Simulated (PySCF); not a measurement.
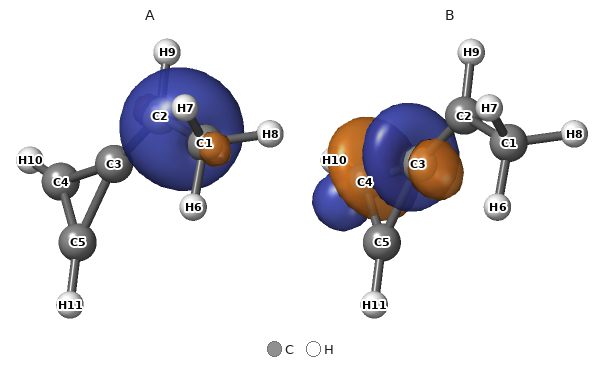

Figure. C5H6, SMILES `CC=C1C=C1`. Intrinsic bond orbitals (IBO), occupied and valence-virtual; each surface holds about 85 % of the orbital's density. Energies are diagonal elements of the Fock matrix.

Computed with PySCF, B3LYP/def2-SVPD, geometry: GFN2-xTB. No frequency check shows the geometry to be a minimum.

Input

```python
import numpy as np
from pyscf import gto, scf, dft, lo
from pyscf.data.elements import chemcore

def solve(mol, dm0=None, hcore=None):
    mf = (dft.UKS if mol.spin else dft.RKS)(mol, xc='b3lyp')
    mf.grids.level = 3
    mf = mf.density_fit(auxbasis='def2-universal-jkfit')
    mf.conv_tol, mf.max_cycle = 1e-8, 80
    if hcore is not None:
        mf.get_hcore = lambda *args: hcore
    mf.kernel(dm0)
    if not mf.converged:
        mf = mf.newton().run(mf.mo_coeff, mf.mo_occ, max_cycle=30)
    assert mf.converged, 'SCF not converged'
    return mf

mol = gto.M(atom='''
C      2.04965    -0.31361     0.00050
C      0.87288     0.61788     0.00053
C     -0.37301     0.21224     0.00027
C     -1.80974     0.42792    -0.00029
C     -1.39116    -0.82606     0.00001
H      1.71796    -1.34889     0.00319
H      2.67204    -0.14436     0.87663
H      2.66908    -0.14788    -0.88478
H      1.09699     1.67597    -0.00012
H     -2.61919     1.11748    -0.00078
H     -1.62858    -1.86258    -0.00029
''', basis='def2-svpd', charge=0, spin=0, verbose=4)
mf = solve(mol)
occ_all = mf.mo_coeff[:, mf.mo_occ > 0]
occ = occ_all[:, chemcore(mol):]
loc = lo.ibo.ibo(mol, occ, iaos=lo.iao.iao(mol, occ_all))
fock, s = mf.get_fock(), mf.get_ovlp()
ortho = lo.orth_ao(mol, 'meta_lowdin')
ortho = lo.vec_lowdin(lo.iao.iao(mol, occ_all), s)
labels = lo.iao.reference_mol(mol).ao_labels(fmt=None)
vir = lo.vvo.livvo(mol, occ_all, mf.mo_coeff[:, mf.mo_occ == 0])
both = np.hstack([loc, vir])
p = (ortho.T @ s @ both) ** 2
pop = np.array([p[[l[0] == a for l in labels]].sum(0) for a in range(mol.natm)])
spd = np.array([[p[[l[0] == a and l[2][-1] == k for l in labels]].sum(0) for k in 'spd'] for a in range(mol.natm)])
eps = np.einsum('pi,pq,qi->i', both, fock, both)
for i in np.argsort(eps):
    top = np.argsort(-pop[:, i])[:3]
    print('%3d %s %9.4f Eh ' % (i + 1, 'occ' if i < loc.shape[1] else 'vir', eps[i]), '  '.join('%s%d %.3f' % (mol.atom_symbol(a), a + 1, pop[a, i]) for a in top))
np.savez('result.npz', c=both, nocc=loc.shape[1], pop=pop, spd=spd, eps=eps, e=mf.e_tot)
```

Command:

```sh
OMP_NUM_THREADS=1 python input.py
```

The run took 15 s on 1 thread of Arm Neoverse V2, on a shared host, peak memory 0.57 GiB.

Identify each orbital.

Answer. By panel:
- A: σ bond C1–C2 (C1 50 %, C2 49 %; −14.0 eV)
- B: σ* orbital C3–C4 (C3 51 %, C4 48 %; 10.5 eV)

How do all the valence pairs divide up?

Answer. 13 pairs: 11 σ bonds and 2 two-centre π bonds.
